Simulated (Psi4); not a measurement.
**SiO2 (SMILES O=[Si]=O): levels of theory compared**

Aim: a comparison of 3 runs (HF/def2-SVP, UHF/aug-cc-pwCVTZ, CCSD(T)/def2-SVP) of SiO2. 

Program for the calculation: Psi4 1.11.

## (1) The system as given

SiO2: 3 atoms, total charge 0, spin state singlet. As SMILES, `O=[Si]=O`. The shape is that of a GFN2-xTB optimisation.

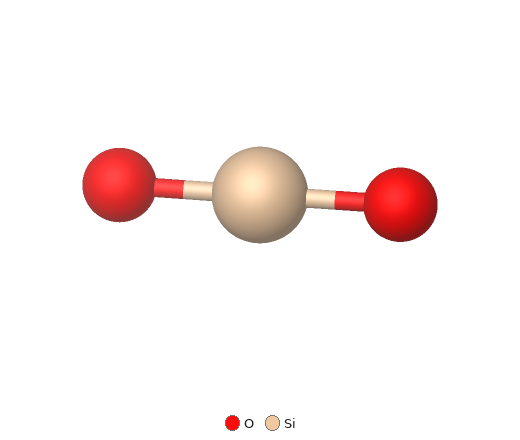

Viewed from a chosen angle; oxygen red, silicon light orange.

## (2) Energy and gradient at HF/def2-SVP (run 1)

job.py reads:

```python
import psi4

psi4.set_memory('1600 MB')
psi4.set_num_threads(1)
psi4.core.set_output_file('output.dat', False)

molecule = psi4.geometry("""
0 1
O      1.30623539     2.30034471     0.97082790
Si    -0.00137950     0.00083148    -0.00030236
O     -1.30487479    -2.30119509    -0.97052554
units au
symmetry c1
no_reorient
no_com
""")

psi4.set_options({
    'basis': 'def2-SVP',
    'puream': True,
    'e_convergence': 1e-09,
    'd_convergence': 1e-08,
    'scf_type': 'pk',
})

e_tot, wfn = psi4.gradient('hf', return_wfn=True)
psi4.oeprop(wfn, 'DIPOLE', 'WIBERG_LOWDIN_INDICES', 'MULLIKEN_CHARGES')
print('gradient / Eh bohr^-1')
print(e_tot.np.round(6))
print(f'energy = {wfn.energy():.10f} Eh')
```

Command:

```
$ python job.py
```

output.dat:

```text
[...]
  Running in c1 symmetry.
[...]
  Nuclear repulsion =   90.849657300185001
[...]
  Multiplicity = 1
[...]
  Nalpha       = 15
  Nbeta        = 15
[...]
    Number of basis functions: 46
[...]
   @RHF iter   1:  -438.19212137929100   -8.54744e-01   1.57638e-02 ADIIS/DIIS
[...]
   @RHF iter  11:  -438.41606769310897   -7.38964e-13   2.42320e-09 DIIS
[...]
    Orbital Energies [Eh]
    ---------------------
    Doubly Occupied:
       1A    -68.846449     2A    -20.566695     3A    -20.566607
       4A     -6.223315     5A     -4.332858     6A     -4.332858
       7A     -4.332177     8A     -1.307057     9A     -1.277417
      10A     -0.641020    11A     -0.563630    12A     -0.548390
      13A     -0.548390    14A     -0.503654    15A     -0.503654
[...]
  @RHF Final Energy:  -438.41606769310897
   => Energetics <=
    Nuclear Repulsion Energy =             90.8496573001850010
    One-Electron Energy =                -788.3431080719805095
    Two-Electron Energy =                 259.0773830786865801
    Total Energy =                       -438.4160676931089711
[...]
  -Total Gradient:
     Atom            X                  Y                   Z
    ------   -----------------  -----------------  -----------------
       1        0.003615836930     0.006179274512     0.002645817112
       2       -0.000214108664     0.000008260217    -0.000074135839
       3       -0.003401728266    -0.006187534729    -0.002571681273
[...]
 Multipole Moments:
 ------------------------------------------------------------------------------------
     Multipole            Electronic (a.u.)      Nuclear  (a.u.)        Total (a.u.)
 ------------------------------------------------------------------------------------
 L = 1.  Multiply by 2.5417464519 to convert [e a0] to [Debye]
 Dipole X            :          0.0053011           -0.0084282           -0.0031271
 Dipole Y            :         -0.0029370            0.0048377            0.0019006
 Dipole Z            :          0.0011240           -0.0018142           -0.0006901
 Magnitude           :                                                    0.0037239
[...]
  Mulliken Charges: (a.u.)
   Center  Symbol    Alpha    Beta     Spin     Total
       1     O     4.27279  4.27279  0.00000 -0.54558
       2    SI     6.45445  6.45445  0.00000  1.09110
       3     O     4.27276  4.27276  0.00000 -0.54552
   Total alpha = 15.00000, Total beta = 15.00000, Total charge = -0.00000
  Wiberg Bond Indices using Orthogonal Lowdin Orbitals:
[...]
```

The script printed:

```text
gradient / Eh bohr^-1
[[ 3.616e-03  6.179e-03  2.646e-03]
 [-2.140e-04  8.000e-06 -7.400e-05]
 [-3.402e-03 -6.188e-03 -2.572e-03]]
energy = -438.4160676931 Eh
```

It took 1.9 s on 1 thread of Intel Xeon 6975P-C (Granite Rapids), shared host; peak memory 0.19 GiB.

## (3) A single-point energy at UHF/aug-cc-pwCVTZ (density fitting, IEF-PCM dimethylsulfoxide) (run 2)

job.inp reads:

```
memory 1600 mb

molecule {
  0 1
  O      0.691230     1.217290     0.513740
  Si    -0.000730     0.000440    -0.000160
  O     -0.690510    -1.217740    -0.513580
  symmetry c1
  no_reorient
  no_com
}

set globals {
  basis aug-cc-pwCVTZ
  reference uhf
  scf_type df
  level_shift 0.3
  maxiter 80
  pcm true
}

pcm = {
  Units = Angstrom
  Medium {
    SolverType = IEFPCM
    Solvent = DMSO
  }
  Cavity {
    Type = GePol
    RadiiSet = UFF
    Scaling = False
    Area = 0.3
    Mode = Implicit
  }
}

energy_value = energy("hf")
```

Command:

```
$ psi4 -i job.inp -o job.out -n 1
```

job.out:

```text
[...]
  Running in c1 symmetry.
[...]
  Nuclear repulsion =   90.849657212139761
[...]
  Multiplicity = 1
[...]
  Nalpha       = 15
  Nbeta        = 15
[...]
    Number of basis functions: 193
[...]
   @DF-UHF iter   1:  -438.54778982639431   -9.89989e-01   3.98088e-03 DIIS/ADIIS
[...]
   @DF-UHF iter   6:  -438.75977157313645   -5.59446e-07   9.03827e-07 DIIS
[...]
   @S^2 Observed:                1.705302566E-13
[...]
    Orbital Energies [Eh]
    ---------------------
    Alpha Occupied:
       1A    -68.866242     2A    -20.567967     3A    -20.567946
       4A     -6.212480     5A     -4.319822     6A     -4.319822
       7A     -4.317146     8A     -1.323587     9A     -1.295602
      10A     -0.648566    11A     -0.572368    12A     -0.546527
      13A     -0.546527    14A     -0.509474    15A     -0.509474
    Alpha Virtual:
      16A      0.006495    17A      0.055174    18A      0.055174
      19A      0.060291    20A      0.095877    21A      0.148440
      22A      0.148440    23A      0.157653    24A      0.165133
      25A      0.165183    26A      0.184393    27A      0.184405
[...]
  @DF-UHF Final Energy:  -438.75977157313645
   => Energetics <=
    Nuclear Repulsion Energy =             90.8496572121397605
    One-Electron Energy =                -788.5231725289460201
    Two-Electron Energy =                 258.9433033571687588
    PCM Polarization Energy =              -0.0295596134989153
    Total Energy =                       -438.7597715731364474
  UHF NO Occupations:
  HONO-2 :   13  A 2.0000000
[...]
 Multipole Moments:
 ------------------------------------------------------------------------------------
     Multipole            Electronic (a.u.)      Nuclear  (a.u.)        Total (a.u.)
 ------------------------------------------------------------------------------------
 L = 1.  Multiply by 2.5417464519 to convert [e a0] to [Debye]
 Dipole X            :          0.0044017           -0.0084282           -0.0040265
 Dipole Y            :         -0.0024315            0.0048377            0.0024062
 Dipole Z            :          0.0009165           -0.0018141           -0.0008977
 Magnitude           :                                                    0.0047758
[...]
```

It took 6 s on 1 thread of Intel Xeon 6975P-C (Granite Rapids), shared host; peak memory 0.4 GiB.

## (4) The energy at CCSD(T)/def2-SVP (run 3)

calc.inp reads:

```
memory 1.6 GB

molecule m {
  0 1
  O      0.691230     1.217290     0.513740
  Si    -0.000730     0.000440    -0.000160
  O     -0.690510    -1.217740    -0.513580
  symmetry c1
  no_reorient
  no_com
}

set {
  basis def2-SVP
  puream true
  e_convergence 1e-09
  d_convergence 1e-08
  scf_type pk
  num_frozen_docc 7
}

result = energy("ccsd(t)")
```

Command:

```
$ psi4 calc.inp calc.out -n 1
```

calc.out:

```text
[...]
  Running in c1 symmetry.
[...]
  Nuclear repulsion =   90.849657212139761
[...]
  Multiplicity = 1
[...]
  Nalpha       = 15
  Nbeta        = 15
[...]
    Number of basis functions: 46
[...]
   @RHF iter   1:  -438.19212137894306   -8.54744e-01   1.57638e-02 ADIIS/DIIS
[...]
   @RHF iter  11:  -438.41606769306776   -7.38964e-13   2.42320e-09 DIIS
[...]
    Orbital Energies [Eh]
    ---------------------
    Doubly Occupied:
       1A    -68.846449     2A    -20.566695     3A    -20.566607
       4A     -6.223315     5A     -4.332858     6A     -4.332858
       7A     -4.332177     8A     -1.307057     9A     -1.277417
      10A     -0.641020    11A     -0.563630    12A     -0.548390
      13A     -0.548390    14A     -0.503654    15A     -0.503654
[...]
  @RHF Final Energy:  -438.41606769306776
   => Energetics <=
    Nuclear Repulsion Energy =             90.8496572121397605
    One-Electron Energy =                -788.3431078938625660
    Two-Electron Energy =                 259.0773829886550743
    Total Energy =                       -438.4160676930677596
[...]
 Multipole Moments:
 ------------------------------------------------------------------------------------
     Multipole            Electronic (a.u.)      Nuclear  (a.u.)        Total (a.u.)
 ------------------------------------------------------------------------------------
 L = 1.  Multiply by 2.5417464519 to convert [e a0] to [Debye]
 Dipole X            :          0.0053010           -0.0084282           -0.0031271
 Dipole Y            :         -0.0029371            0.0048377            0.0019006
 Dipole Z            :          0.0011240           -0.0018141           -0.0006901
 Magnitude           :                                                    0.0037239
[...]
      * MP2 total energy                      = -438.880724823231162
[...]
      * CCSD total energy                     = -438.876684808903860
[...]
      * CCSD(T) total energy                  = -438.893730984829460
[...]
```

Run time: 3.3 s. Hardware: 1 thread of Intel Xeon 6975P-C (Granite Rapids), shared host; peak memory 0.21 GiB.

## (5) Overview of the runs

```tsv
run	level	task	integrals	energy (Eh)	dipole moment (D)	HOMO energy (eV)	LUMO energy (eV)	wall time
1	HF/def2-SVP	gradient	pk	-438.416068	0.01	-13.71	0.42	1.9 s
2	UHF/aug-cc-pwCVTZ (density fitting, IEF-PCM dimethylsulfoxide)	energy	df	-438.759772	0.01	-13.86	0.18	6 s
3	CCSD(T)/def2-SVP	energy	pk	-438.893731	–	-13.71	0.42	3.3 s
```

## (6) Summary of results

| quantity | value |
| --- | --- |
| run 3: total energy | -438.89373 Eh |
| run 3: HOMO energy (Hartree–Fock orbitals) | -13.71 eV |
| run 3: LUMO energy (Hartree–Fock orbitals) | 0.42 eV |
| run 3: HOMO–LUMO gap (Hartree–Fock orbitals) | 14.12 eV |
| run 3: correlation energy (7 core orbitals frozen) | -477.7 mEh |
| run 3: (T) correction | -17.05 mEh |
| run 3: T1 diagnostic | 0.026 |

All runs together took 11 s, the longest 6 s.
